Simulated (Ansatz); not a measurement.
**CF2 (SMILES F[C]F): wB97M-V/STO-3G**

What is the vertical electron affinity of CF2 at wB97M-V/STO-3G? 

The results are computed with Ansatz 0.2.0.

40 further runs of the same task are left out: 4 that didn't finish, 36 set aside as unsound or not needed.

## Step 1: The molecule

CF2 has 3 atoms, charge 0, and is taken as a singlet. As SMILES, `F[C]F`. The coordinates come from a GFN2-xTB relaxation.

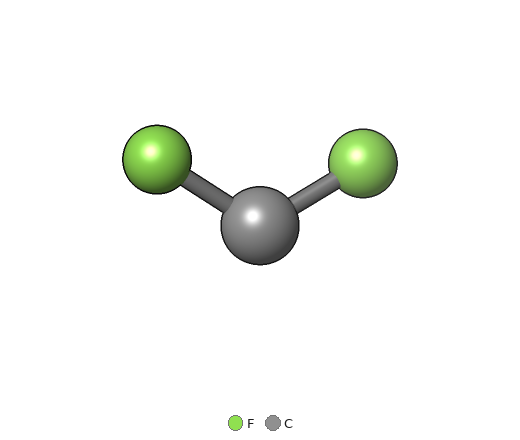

The structure, seen from a chosen angle (fluorine green, carbon grey).

## Step 2: The energy at wB97M-V/STO-3G

The input, run.yaml:

```yaml
crystal:
  periodic: [false, false, false]
  atoms:
    - {symbol: F, position_ang: [0.396940, 1.032800, 0.332770]}
    - {symbol: C, position_ang: [0.326820, -0.272180, 0.149730]}
    - {symbol: F, position_ang: [-0.723760, -0.760620, -0.482500]}
basis:
  gaussian: {orbitals: STO-3G}
accuracy: high
hamiltonian: {xc: {name: wB97M-V}}
```

On the command line:

```sh
ansatz run run.yaml --threads 1 --pin off --max-ram 2610MiB --events-out events.jsonl --progress --plain --runs-dir runs
```

The log of the run:

```text
Warning: RAYON_NUM_THREADS=1 ignored (pool sized by the plan → 1); use --threads N
Functional definition: wB97M-V
  name "wB97M-V"
  parameter omega = 0.3/bohr
  parameter cx = 0.15
  parameter cx01 = 1.007
  parameter cx10 = 0.259
  parameter css00 = 0.443
  parameter css04 = -1.437
  parameter css10 = -4.535
  parameter css20 = -3.390
  parameter css43 = 4.278
  parameter cos00 = 1.000
  parameter cos10 = 1.358
  parameter cos20 = 2.924
  parameter cos21 = -8.812
  parameter cos60 = -1.390
  parameter cos61 = 9.142
  parameter b = 6.0
  parameter c = 0.01
  gx(w, u) = 1 - cx + cx01*u + cx10*w
  gss(w, u) = css00 + css04*u^4 + css10*w + css20*w^2 + css43*w^4*u^3
  gos(w, u) = cos00 + cos10*w + (cos20 + cos21*u)*w^2 + (cos60 + cos61*u)*w^6
  exchange = spin_sum(e_x_unif_sr(omega)*gx(b97_w, b97_u_x)) + cx*exact_x_sr(omega) + exact_x_lr(omega)
  correlation = spin_sum(e_c_pw_mod_same_spin*gss(b97_w, b97_u_same))
      + integral(e_c_pw_mod_opposite_spin*gos(b97_w_opposite, b97_u_opposite)) + vv10(b, c)
250 factors; integrals over basis functions are off by at most 3.4e-8 eV
114 factors; integrals over basis functions are off by at most 4.4e-10 eV
mean field evaluation 1: about -6375.6565 eV, gradient 1.7e1 eV
mean field evaluation 2: about -6376.2400 eV, gradient 1.3e1 eV
mean field evaluation 4: about -6376.7046 eV, gradient 5.6e-2 eV
mean field evaluation 8: about -6376.6900 eV, gradient 2.8e-3 eV
mean field evaluation 16: about -6376.6900 eV, gradient 8.8e-8 eV
mean field -6376.68999247 eV, -234.3390349476 hartree, gradient 5.7e-9 eV, S^2 0.000000; 0 other end points of the search recorded, 0 dependent functions left out
reference -6376.68999348 eV, -234.3390349845 hartree; 12, 12 occupied and 3, 3 virtual orbitals, 250 factors
Total energy: -6376.68999348 eV, -234.3390349845 hartree
```

It took 11 s on 1 thread of Arm Neoverse V1, shared host; peak memory 0.2 GiB.

## Step 3: The doublet anion at the same level

The input, input.yaml:

```yaml
crystal:
  periodic: [false, false, false]
  atoms:
    - {symbol: F, position_ang: [0.396940, 1.032800, 0.332770]}
    - {symbol: C, position_ang: [0.326820, -0.272180, 0.149730]}
    - {symbol: F, position_ang: [-0.723760, -0.760620, -0.482500]}
basis:
  gaussian:
    orbitals: STO-3G
total_charge: -1
accuracy: high
magnetization:
  spin_polarized: true
  initial_magnetization: 1
hamiltonian:
  xc: {name: wB97M-V}
```

On the command line:

```sh
ansatz run input.yaml --threads 1 --pin off --max-ram 2610MiB --events-out events.jsonl --progress --plain --runs-dir runs
```

The log of the run:

```text
Warning: RAYON_NUM_THREADS=1 ignored (pool sized by the plan → 1); use --threads N
[... 19 set-up lines as earlier in the session ...]
  gx(w, u) = 1 - cx + cx01*u + cx10*w
  gss(w, u) = css00 + css04*u^4 + css10*w + css20*w^2 + css43*w^4*u^3
  gos(w, u) = cos00 + cos10*w + (cos20 + cos21*u)*w^2 + (cos60 + cos61*u)*w^6
[... 2 set-up lines as earlier in the session ...]
      + integral(e_c_pw_mod_opposite_spin*gos(b97_w_opposite, b97_u_opposite)) + vv10(b, c)
250 factors; integrals over basis functions are off by at most 3.4e-8 eV
115 factors; integrals over basis functions are off by at most 4.1e-10 eV
mean field evaluation 1: about -6369.2425 eV, gradient 9.3e0 eV
mean field evaluation 2: about -6369.6858 eV, gradient 2.9e0 eV
mean field evaluation 4: about -6369.7409 eV, gradient 1.6e-1 eV
mean field evaluation 8: about -6369.7459 eV, gradient 3.9e-3 eV
mean field evaluation 16: about -6369.7459 eV, gradient 6.8e-8 eV
mean field -6369.74592855 eV, -234.0838453054 hartree, gradient 6.6e-8 eV, S^2 0.750805; 0 other end points of the search recorded, 0 dependent functions left out
reference -6369.74592957 eV, -234.0838453427 hartree; 13, 12 occupied and 2, 3 virtual orbitals, 250 factors
Total energy: -6369.74592957 eV, -234.0838453427 hartree
```

Run time: 13 s. Hardware: 1 thread of Arm Neoverse V1, shared host; peak memory 0.35 GiB.

## Step 4: Results

Level: wB97M-V/STO-3G.

```
                                         quantity          value
                        singlet CF2: total energy  -234.33903 Eh
                      doublet anion: total energy  -234.08385 Eh
                              doublet anion: ⟨S²⟩          0.751
vertical electron affinity (to the doublet anion)      -6.944 eV
```

The anion lies 6.94 eV (160 kcal/mol) above the neutral: the electron isn't bound at this level, and such a value depends on the basis. Without diffuse functions anions come out too high. In a minimal basis such a difference can be off by several eV, whatever the method.
